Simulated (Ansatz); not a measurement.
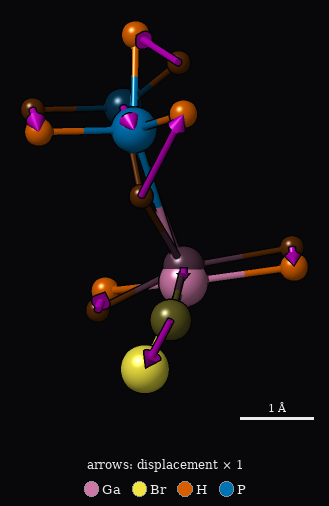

A relaxation of GaPH$_{5}$Br (started from a transition state, displaced along its imaginary mode). The starting structure is drawn faded, the final one solid; purple arrows show the displacements, at their true length. The two geometries are superimposed by the best rigid fit.

The picture is a ball-and-stick view, seen from a free direction.

Method: Ansatz, RKS PBE0-D4/def2-TZVP.

Input file:
```yaml
crystal:
  periodic: [false, false, false]
  atoms:
    - {symbol: Ga, position_ang: [-0.690699, -0.603548, -0.897321]}
    - {symbol: Br, position_ang: [0.811100, 1.154287, -1.752027]}
    - {symbol: H, position_ang: [-0.062221, -2.002029, -1.202865]}
    - {symbol: H, position_ang: [-2.157294, -0.062145, -0.894572]}
    - {symbol: H, position_ang: [0.512035, 0.542827, 0.064485]}
    - {symbol: P, position_ang: [0.116450, -0.092978, 1.375599]}
    - {symbol: H, position_ang: [1.523128, -0.197396, 1.537538]}
    - {symbol: H, position_ang: [-0.052501, 1.260982, 1.769162]}
basis:
  gaussian: {orbitals: def2-TZVP}
hamiltonian: {xc: pbe0, dispersion: d4}
relax: {f_tol: 0.005, max_steps: 200}
```

### What happened in the run?

After 32 accepted moves (33 points after the start) the energy has fallen by 29.2 kcal/mol. The largest force component goes from 1 to 0.003 eV/Å. The line search rejected the trial step at point 11 of the run. The forces were under the threshold at step 15, but the run went on from there. The largest move after the best rigid fit is that of H5, 1.54 Å. Largest moves by element: H 1.54 Å, Br 0.86 Å, P 0.59 Å, Ga 0.22 Å. Some distances before and after: Br2–H5 1.940 → 3.604 Å, Ga1–H5 1.920 → 3.343 Å, H5–P6 1.510 → 1.407 Å, Ga1–Br2 2.465 → 2.363 Å. Bond angles that change, for instance: Ga1–P6–H5 51.1° → 113.6°, H5–P6–H7 82.6° → 99.4°, Ga1–P6–H8 114.5° → 127.2°.
